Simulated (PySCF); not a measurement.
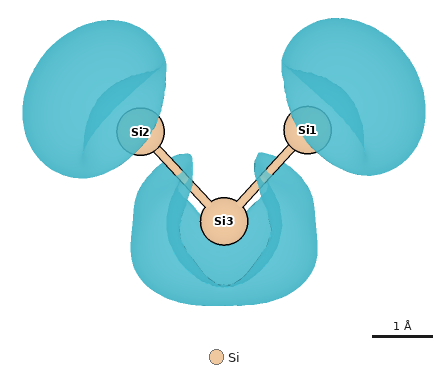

Figure 1: Si$_{3}$. Isosurface of the ELF at 0.8 (cyan), seen at a tilt. Core shells and regions of very low density are left out.

Geometry: PBE0-D3(BJ)/def2-SVP.

Theory: PySCF 2.14.0, PBE0/pcSseg-1, SCF density, gas phase, non-relativistic.

Input file:

```
{"job": {"kind": "nmr", "xc": "PBE0", "basis": "pcSseg-1"}, "charge": 0, "multiplicity": 1}
Si     1.421699    -0.498202     0.053325
Si    -0.687964     1.321099    -0.038543
Si    -0.725454    -0.857701    -0.033953
```

Command:

```sh
OMP_NUM_THREADS=1 python probes_run.py task.json out
```

### What do the ELF domains correspond to?

The surface consists of one region on Si in which the atom's valence shell and bonds are merged and two lobes on Si, pointing away from the bonds (lone pairs).

Values along the shortest contacts:
Si–Si (2.18 Å): the ELF peaks at about 0.85 between the atoms, as expected for a shared electron pair.
